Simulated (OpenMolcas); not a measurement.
CH6ClSi2: single-point calculation (part 2 of 3)

The same run, continued: CH6ClSi2, multiplicity 2, SMILES C[Si]([SiH3])Cl; CASSCF/ANO-R1, sfX2C (OpenMolcas 26.06). The geometry comes from this level: PBE0-D4/def2-TZVP.

Geometry of the input (Å):
```
C  -0.8176  1.3759  -0.7590
Si -0.3934  -0.4474  -0.7454
Si 1.2535  -1.0739  0.7914
Cl -2.1231  -1.5126  -0.3300
H  0.0787  1.9662  -0.9650
H  -1.2235  1.6808  0.2097
H  -1.5616  1.5921  -1.5283
H  1.4905  -2.5356  0.6764
H  0.8714  -0.7509  2.1951
H  2.5082  -0.3458  0.4578
```

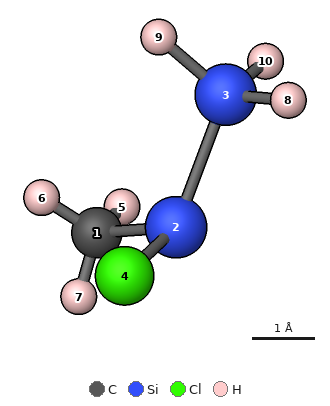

Figure 1. The input geometry (ball-and-stick view, seen at a tilt; atoms are numbered from 1 in the order of the input).

### What the program printed, continued
```
          iter iter root      energy       change     param      element    value   shift minimum  type update hh:mm:ss
 Nr of preliminary CI iterations:   1
      Total energies have been shifted. Add                -1000.00 au
        1   1    5    1   -80.75384674    0.00E+00  -2.79E-01*  30  38 1  3.58E-03*  0.26   0.00    SX    NO    0:00:00
        2   1    4    1   -80.75793914   -4.09E-03* -5.36E-02   26  28 1  1.32E-03*  0.26   0.00    SX    NO    0:00:00
        3   1    4    1   -80.75835281   -4.14E-04* -3.03E-02   30  38 1  8.48E-04*  0.26   0.00    SX    NO    0:00:00
        4   1    4    1   -80.75861328   -2.60E-04* -3.39E-02   30  34 1  9.15E-04*  0.26   0.00    SX    NO    0:00:00
        5   1    4    1   -80.75885520   -2.42E-04* -2.40E-01*  30  34 1  1.00E-03*  0.26   2.50    QN   YES    0:00:00
        6   1    5    1   -80.76005207   -1.20E-03* -2.83E-02   26  30 1  2.32E-03*  0.26   1.08    QN   YES    0:00:00
        7   1    5    1   -80.75981561    2.36E-04* -1.18E-01*  26  30 1  2.54E-03*  0.26  -0.50    QN   YES    0:00:00
        8   1    6    1   -80.76063360   -8.18E-04*  8.71E-02   28  34 1  3.72E-03*  0.26   1.57    QN   YES    0:00:00
        9   1    6    1   -80.76092165   -2.88E-04* -1.55E-02   28  34 1  3.53E-03*  0.26   1.22    QN   YES    0:00:00
       10   1    6    1   -80.76096933   -4.77E-05*  1.51E-02   28  34 1  1.66E-03*  0.26   1.43    QN   YES    0:00:00
       11   1    5    1   -80.76098757   -1.82E-05* -6.88E-03   18  34 1  5.17E-04*  0.26   1.14    QN   YES    0:00:00
       12   1    5    1   -80.76099148   -3.91E-06* -4.21E-03   18  30 1  3.33E-04*  0.26   1.20    QN   YES    0:00:00
       13   1    5    1   -80.76099252   -1.04E-06*  3.25E-03   18  30 1  2.23E-04*  0.26   1.72    QN   YES    0:00:00
       14   1    4    1   -80.76099319   -6.73E-07* -2.07E-03   18  34 1 -1.35E-04*  0.26   1.37    QN   YES    0:00:00
       15   1    4    1   -80.76099343   -2.35E-07* -1.02E-03   18  34 1 -6.70E-05   0.26   1.49    LS   YES    0:00:00
       16   1    4    1   -80.76099345   -2.98E-08* -6.63E-04   18  30 1 -7.73E-05   0.26   1.02    QN   YES    0:00:00
       17   1    4    1   -80.76099349   -3.69E-08* -4.17E-04   18  30 1 -3.48E-05   0.26   1.68    QN   YES    0:00:00
       18   1    4    1   -80.76099350   -1.10E-08* -7.98E-05   18  34 1  9.18E-06   0.26   1.13    QN   YES    0:00:00
       19   1    3    1   -80.76099350   -1.03E-09  -5.56E-05   18  34 1  5.06E-06   0.26   1.51    QN   YES    0:00:00
      Convergence after 19 iterations
       20   1    3    1   -80.76099350   -2.42E-10  -5.56E-05   18  30 1  1.24E-06   0.26   1.51    QN   YES    0:00:00

      ************************************************************************************************************************
                                                      Wave function printout:
                       occupation of active orbitals, and spin coupling of open shells (u,d: Spin up or down)
      ************************************************************************************************************************

      Note: transformation to natural orbitals
      has been made, which may change the order of the CSFs.

      printout of CI-coefficients larger than  0.05 for root  1
      energy=   -1080.760994
      conf/sym  111     Coeff  Weight
             1  2u0   0.99561 0.99123
             8  0u2   0.09361 0.00876

      Natural orbitals and occupation numbers for root  1
      sym 1:   1.982467   0.999999   0.017534

      ************************************************************************************************************************
      *                                                    Final results                                                     *
      ************************************************************************************************************************

++    Final optimization conditions:
      ------------------------------

      Average CI energy                           -1080.76099350
      RASSCF energy for state  1                  -1080.76099350
      Super-CI energy                                -0.00000000
      RASSCF energy change                           -0.00000000
      Max change in MO coefficients               6.661E-05
      Max non-diagonal density matrix element    -5.561E-05
      Maximum BLB matrix element                  1.236E-06
      (orbital pair  18,  30 in symmetry   1)
      Norm of electronic gradient            3.211E-06
--

      Final state energy(ies):
      ------------------------

::    RASSCF root number  1 Total energy:  -1080.76099350
      Von Neumann Entropy (Root   1) =  0.57250

      Mulliken population analysis for root number:  1
      -----------------------------------------------

++    Molecular charges:
      ------------------

      Mulliken charges per centre
      ---------------------------

                C1      SI2     SI3     CL4     H5      H6      H7      H8      H9      H10
      Total    7.0570 13.4351 14.0977 17.1909  0.7380  0.7220  0.7190  1.0017  1.0165  1.0220

      N-E     -1.0570  0.5649 -0.0977 -0.1909  0.2620  0.2780  0.2810 -0.0017 -0.0165 -0.0220

      Total electronic charge=   57.000000

      Total            charge=   -0.000000
--

      Expectation values of various properties for root number:  1
      -----------------------------------------------------------

++    Molecular properties:
      ---------------------

      Charge (e):
                      =   -0.0000
      Dipole Moment (debye):
      Origin of the operator (angstrom)=   -0.5305   -0.7096   -0.1680
                   X= -5.2923E-01               Y=  1.1307E+00               Z= -1.5519E+00           Total=  1.9917E+00
      Quadrupole Moment (debye*angstrom):
      Origin of the operator (angstrom)=   -0.5305   -0.7096   -0.1680
                  XX= -6.5970E+01              XY= -1.0020E-01              XZ= -2.5969E+00              YY= -6.1803E+01
                  YZ=  2.9224E-01              ZZ= -6.0804E+01
      In traceless form (debye*angstrom)
                  XX= -4.6663E+00              XY= -1.5030E-01              XZ= -3.8953E+00              YY=  1.5839E+00
                  YZ=  4.3836E-01              ZZ=  3.0824E+00
--

      Mulliken spin population analysis for root number:  1
      ---------------------------------------------------

++    Molecular charges:
      ------------------

      Mulliken spin population per centre
      ---------------------------

                C1      SI2     SI3     CL4     H5      H6      H7      H8      H9      H10
      Total    0.0198  0.8381  0.0377  0.0768 -0.0050  0.0186 -0.0037 -0.0015  0.0200 -0.0009

      Total electronic spin=    1.000000
--

      LoProp population analysis for root number:  1
      -----------------------------------------------

++    LoProp analysis:
      ----------------

++    Static properties:
      ------------------

      LoProp Charges per center

                   C1       SI2      SI3      CL4      H5       H6       H7       H8       H9       H10
      Nuclear      6.0000  14.0000  14.0000  17.0000   1.0000   1.0000   1.0000   1.0000   1.0000   1.0000
      Electronic  -6.8883 -13.5650 -14.1070 -17.1220  -0.7764  -0.7679  -0.7618  -0.9959  -1.0072  -1.0084

      Total       -0.8883   0.4350  -0.1070  -0.1220   0.2236   0.2321   0.2382   0.0041  -0.0072  -0.0084
--

      Natural Bond Order analysis for root number:  1

++    Natural Bond Order analysis
      ---------------------------
      Based on LoProp computed density
      -------------------------------------------------------------------------------------
      Atom A       Atom B       Bond Order
      -------------------------------------------------------------------------------------
      NBO located      0.997 non-bonded electrons on atom C1
      NBO located      0.914 non-bonded electrons on atom C1
      NBO located      0.996 non-bonded electrons on atom SI2
      NBO located      1.000 non-bonded electrons on atom SI2
      NBO located      1.000 non-bonded electrons on atom SI2
      NBO located      0.999 non-bonded electrons on atom SI2
      NBO located      0.999 non-bonded electrons on atom SI2
      NBO located      0.996 non-bonded electrons on atom SI3
      NBO located      1.000 non-bonded electrons on atom SI3
      NBO located      0.999 non-bonded electrons on atom SI3
      NBO located      0.999 non-bonded electrons on atom SI3
      NBO located      0.999 non-bonded electrons on atom SI3
      NBO located      0.986 non-bonded electrons on atom CL4
      NBO located      0.998 non-bonded electrons on atom CL4
      NBO located      1.000 non-bonded electrons on atom CL4
      NBO located      1.000 non-bonded electrons on atom CL4
      NBO located      1.000 non-bonded electrons on atom CL4
      NBO located      1.000 non-bonded electrons on atom CL4
      The remaining   12.612 electrons are to be considered as diffuse
--

--

      Average orbitals are written to the RASORB file
      Natural orbitals for root   1 are written to the RASORB.1 file
      Spin density orbitals for root   1 are written to the SPDORB.1 file

--- Stop Module: rasscf /rc=_RC_ALL_IS_WELL_ ---

>>> COPY step2.RunFile RUNFIL1

>>> COPY step2.RasOrb INPORB

--- Start Module: gateway ---

                                              &GATEWAY

                       available to each process: 1.9 GB of memory, 1 thread

++    Symmetry information:
      ---------------------

                    Character Table for C1

                             E
                    a        1  x, y, xy, Rz, z, xz, Ry, yz, Rx, I
--

++    Basis set information:
      ----------------------

      Basis set label: C.ANO-R...3S2P1D.

      Electronic valence basis set:
      ------------------
      Associated Effective Charge   6.000000 au
      Associated Actual Charge      6.000000 au
      Nuclear Model: Finite nucleus - Gaussian distribution
        Gaussian exponent, Xi/bohr**(-2):  6.80775E+08

      Shell  nPrim  nBasis  Cartesian Spherical Contaminant
         s      12       3        X
         p       7       2        X
         d       3       1                 X

      Basis set label: SI.ANO-R...4S3P1D.

      Electronic valence basis set:
      ------------------
      Associated Effective Charge  14.000000 au
      Associated Actual Charge     14.000000 au
      Nuclear Model: Finite nucleus - Gaussian distribution
        Gaussian exponent, Xi/bohr**(-2):  4.34677E+08

      Shell  nPrim  nBasis  Cartesian Spherical Contaminant
         s      16       4        X
         p      11       3        X
         d       7       1                 X

      Basis set label: CL.ANO-R...4S3P1D.

      Electronic valence basis set:
      ------------------
      Associated Effective Charge  17.000000 au
      Associated Actual Charge     17.000000 au
      Nuclear Model: Finite nucleus - Gaussian distribution
        Gaussian exponent, Xi/bohr**(-2):  3.84638E+08

      Shell  nPrim  nBasis  Cartesian Spherical Contaminant
         s      17       4        X
         p      11       3        X
         d       7       1                 X

      Basis set label: H.ANO-R...2S1P.

      Electronic valence basis set:
      ------------------
      Associated Effective Charge   1.000000 au
      Associated Actual Charge      1.000000 au
      Nuclear Model: Finite nucleus - Gaussian distribution
        Gaussian exponent, Xi/bohr**(-2):  2.12482E+09

      Shell  nPrim  nBasis  Cartesian Spherical Contaminant
         s       7       2        X
         p       4       1        X
--

++    Molecular structure info:
      -------------------------

                    ************************************************
                    **** Cartesian Coordinates / bohr, angstrom ****
                    ************************************************

     Center  Label                x              y              z                     x              y              z
        1      C1              -1.545040       2.600074      -1.434302             -0.817600       1.375900      -0.759000
        2      SI2             -0.743418      -0.845463      -1.408602             -0.393400      -0.447400      -0.745400
        3      SI3              2.368772      -2.029377       1.495529              1.253500      -1.073900       0.791400
        4      CL4             -4.012078      -2.858400      -0.623610             -2.123100      -1.512600      -0.330000
        5      H5               0.148721       3.715580      -1.823586              0.078700       1.966200      -0.965000
        6      H6              -2.312080       3.176252       0.396276             -1.223500       1.680800       0.209700
        7      H7              -2.950996       3.008633      -2.888068             -1.561600       1.592100      -1.528300
        8      H8               2.816637      -4.791590       1.278211              1.490500      -2.535600       0.676400
        9      H9               1.646707      -1.418995       4.148138              0.871400      -0.750900       2.195100
       10      H10              4.739811      -0.653467       0.865117              2.508200      -0.345800       0.457800

                    ***************************************
                    *    InterNuclear Distances / bohr    *
                    ***************************************

               1 C1            2 SI2           3 SI3           4 CL4           5 H5            6 H6
    1 C1       0.000000
    2 SI2      3.537653        0.000000
    3 SI3      6.733027        4.418298        0.000000
    4 CL4      6.044703        3.918196        6.774457        0.000000
    5 H5       2.065120        4.665966        6.996404        7.872064        0.000000
    6 H6       2.066723        4.678939        7.086417        6.351943        3.357708        0.000000
    7 H7       2.063267        4.681483        8.537998        6.377754        3.352782        3.350108
    8 H8       9.001036        5.955238        2.806711        7.347481        9.439854        9.516724
    9 H9       7.583126        6.076100        2.816074        7.540776        8.016814        7.131954
   10 H10      7.441251        5.939062        2.812894        9.147327        6.884460        8.038391

               7 H7            8 H8            9 H9           10 H10
    7 H7       0.000000
    8 H8      10.557791        0.000000
    9 H9       9.500051        4.580350        0.000000
   10 H10      9.308378        4.581845        4.575101        0.000000

                    *******************************************
                    *    InterNuclear Distances / angstrom    *
                    *******************************************
```
